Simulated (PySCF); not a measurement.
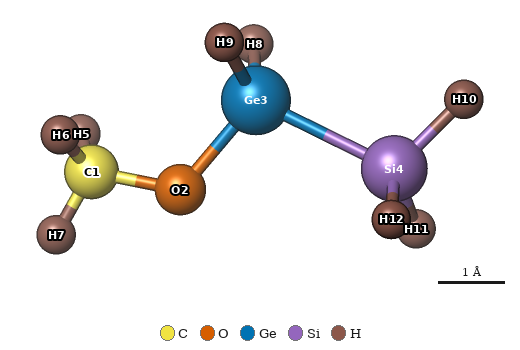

The structure as given in the input (ball-and-stick view, seen at a tilt; atoms are numbered from 1 in the order of the input). Sticks mark near contacts. Bond lengths as drawn: C–H 1.10 to 1.11 Å, C–O 1.40 Å, Ge–H 1.55 Å, Ge–O 1.79 Å, Ge–Si 2.38 Å and H–Si 1.49 to 1.50 Å.

# CH₈GeOSi: one change and its effect

System: CH₈GeOSi, SMILES C[O][GeH2][SiH3].
Method of run A: TDDFT B3LYP/def2-SVPD, vertical, gas phase, core orbitals frozen in the response (PySCF 2.14.0).

The geometry comes from this level: PBE0-D3(BJ)/def2-SVP. Text and figures count atoms from 1; the logs count them from 0 in places.

Input, run A:
```
{"job": {"kind": "uv", "xc": "B3LYP", "basis": "def2-SVPD", "ip": true}, "charge": 0, "multiplicity": 1}
C      2.261617     0.386195     0.275557
O      0.888472     0.638011     0.204310
Ge    -0.233092    -0.703721    -0.174944
Si    -2.394431     0.288243    -0.141619
H      2.674700    -0.000746    -0.677154
H      2.521112    -0.340074     1.071675
H      2.781165     1.330792     0.504139
H      0.155298    -1.288666    -1.554784
H     -0.050675    -1.809721     0.893345
H     -3.412692    -0.737850    -0.523980
H     -2.447904     1.416883    -1.117405
H     -2.701258     0.794048     1.229261
```

The first line tells a small driver script what to run in PySCF; the rest is the geometry in Å.

Command:
```bash
OMP_NUM_THREADS=1 python <driver script> task.json out
```

Hardware: 1 CPU thread, shared host.

Output (run A):
```
coarse grid: 43968 points
cycle   1  E = -2484.1659062823  dE = -5.481e-01  |g| = 7.966e-01  |ddm| = 3.841e+00
cycle   2  E = -2483.7654214221  dE =  4.005e-01  |g| = 1.614e+00  |ddm| = 2.161e+00
cycle   3  E = -2484.2705522868  dE = -5.051e-01  |g| = 1.702e-01  |ddm| = 1.619e+00
cycle   4  E = -2484.2748995327  dE = -4.347e-03  |g| = 6.101e-02  |ddm| = 2.008e-01
cycle   5  E = -2484.2753471150  dE = -4.476e-04  |g| = 7.665e-03  |ddm| = 6.265e-02
cycle   6  E = -2484.2753602276  dE = -1.311e-05  |g| = 2.080e-03  |ddm| = 1.289e-02
cycle   7  E = -2484.2753612602  dE = -1.033e-06  |g| = 4.753e-04  |ddm| = 2.717e-03
final grid: 90360 points
cycle   8  E = -2484.2753498445  dE = -3.374e-08  |g| = 5.661e-04  |ddm| = 4.151e-03
cycle   9  E = -2484.2753497973  dE =  4.721e-08  |g| = 7.156e-04  |ddm| = 1.292e-03
cycle  10  E = -2484.2753499239  dE = -1.266e-07  |g| = 9.569e-05  |ddm| = 7.286e-04
cycle  11  E = -2484.2753499256  dE = -1.706e-09  |g| = 6.256e-06  |ddm| = 8.069e-05
cycle  12  E = -2484.2753499256  dE = -1.728e-11  |g| = 2.162e-06  |ddm| = 1.360e-05
converged SCF energy = -2484.2753499256

Static polarisability (au): isotropic 81.529, principal 70.719 74.375 99.493

Singlet excitations
state   eV       nm        f      main configurations
  1   5.9483    208.4   0.00001   H->L 0.97
  2   6.5562    189.1   0.02324   H->L+1 0.97
  3   6.5736    188.6   0.01774   H-1->L 0.95
  4   6.9417    178.6   0.00150   H->L+2 0.66, H->L+3 0.20
  5   6.9895    177.4   0.00071   H->L+3 0.68, H->L+2 0.26
  6   7.0868    175.0   0.02934   H-2->L 0.75, H-1->L+1 0.17
  7   7.2819    170.3   0.15592   H-1->L+1 0.65, H-2->L 0.10
  8   7.4380    166.7   0.02774   H-1->L+2 0.52, H-1->L+3 0.33
  9   7.5154    165.0   0.07441   H-1->L+3 0.40, H-2->L+1 0.24, H-1->L+2 0.23
 10   7.5259    164.7   0.00420   H->L+4 0.89

Triplet excitations (Tamm-Dancoff, eV): 5.6434 6.0476 6.3574 6.5019
Vertical ionisation energy (delta-SCF) = 9.8265 eV
```

Run B used a changed input.

The two runs side by side:

| quantity | run A | run B |
| --- | --- | --- |
| outcome | converged | converged |
| total energy (hartree) | −2484.275350 | −2483.684479 |
| HOMO (eV) | −7.52 | −7.76 |
| LUMO (eV) | −0.46 | −0.27 |
| dipole moment (D) | 0.92 | 0.94 |
| lowest excitation (eV) | 5.95 | 6.07 |
| SCF iterations | 12 | 11 |
| strongest computed line (eV) | 7.28 | 7.47 |
| basis functions | 169 | 169 |
| wall time (shared host) | 1.9 min | 2.4 min |

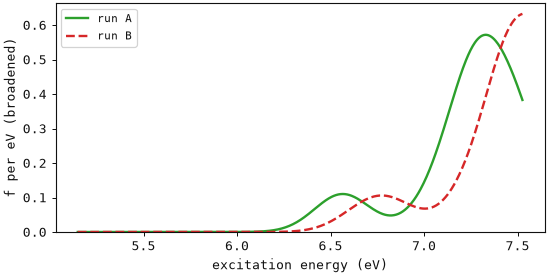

Absorption of the two runs from their computed states, each broadened by a Gaussian of 0.35 eV full width; the range ends where the shorter list of states ends.

Which change of the input explains these differences?

The change (lines with − go, lines with + come):
```diff
-"xc": "B3LYP"
+"xc": "PBE0"
```

The total energies belong to different methods, so their difference says nothing on which is more stable or more accurate. The HOMO goes from −7.52 to −7.76 eV. The LUMO goes from −0.46 to −0.27 eV. The lowest excitation goes from 5.95 to 6.07 eV. The strongest computed line goes from 7.28 to 7.47 eV. The functional changes from B3LYP to PBE0. The SCF takes 11 iterations against 12.

Output (run B):
```
coarse grid: 43968 points
cycle   1  E = -2483.5933628368  dE = -5.695e-01  |g| = 7.199e-01  |ddm| = 3.720e+00
cycle   2  E = -2483.3449677339  dE =  2.484e-01  |g| = 1.325e+00  |ddm| = 1.900e+00
cycle   3  E = -2483.6818904039  dE = -3.369e-01  |g| = 1.262e-01  |ddm| = 1.338e+00
cycle   4  E = -2483.6842396578  dE = -2.349e-03  |g| = 4.506e-02  |ddm| = 1.479e-01
cycle   5  E = -2483.6844803504  dE = -2.407e-04  |g| = 5.078e-03  |ddm| = 4.695e-02
cycle   6  E = -2483.6844855396  dE = -5.189e-06  |g| = 1.251e-03  |ddm| = 8.574e-03
final grid: 90360 points
cycle   7  E = -2483.6844790194  dE =  6.247e-09  |g| = 1.380e-03  |ddm| = 4.568e-03
cycle   8  E = -2483.6844788948  dE =  1.245e-07  |g| = 1.602e-03  |ddm| = 3.020e-03
cycle   9  E = -2483.6844794725  dE = -5.777e-07  |g| = 1.168e-04  |ddm| = 1.559e-03
cycle  10  E = -2483.6844794752  dE = -2.679e-09  |g| = 3.016e-05  |ddm| = 1.325e-04
cycle  11  E = -2483.6844794754  dE = -1.883e-10  |g| = 2.920e-06  |ddm| = 3.010e-05
converged SCF energy = -2483.6844794754

Static polarisability (au): isotropic 80.766, principal 70.120 73.710 98.469

Singlet excitations
state   eV       nm        f      main configurations
  1   6.0653    204.4   0.00001   H->L 0.96
  2   6.6774    185.7   0.01861   H-1->L 0.95
  3   6.8292    181.6   0.02584   H->L+1 0.97
  4   7.1174    174.2   0.00077   H->L+2 0.73, H-2->L 0.21
  5   7.2483    171.1   0.02925   H-2->L 0.60, H->L+2 0.16, H->L+3 0.10
  6   7.2648    170.7   0.00626   H->L+3 0.82
  7   7.4745    165.9   0.16349   H-1->L+1 0.72, H-1->L+3 0.09
  8   7.5417    164.4   0.03015   H-1->L+2 0.83
  9   7.7570    159.8   0.14725   H-1->L+3 0.69, H-2->L+1 0.17
 10   7.7919    159.1   0.00581   H->L+4 0.83, H->L+5 0.14

Triplet excitations (Tamm-Dancoff, eV): 5.7326 6.0403 6.5296 6.5930
Vertical ionisation energy (delta-SCF) = 10.1702 eV
```

For both runs: Spin–orbit coupling is left out, which matters for the heavy atoms.
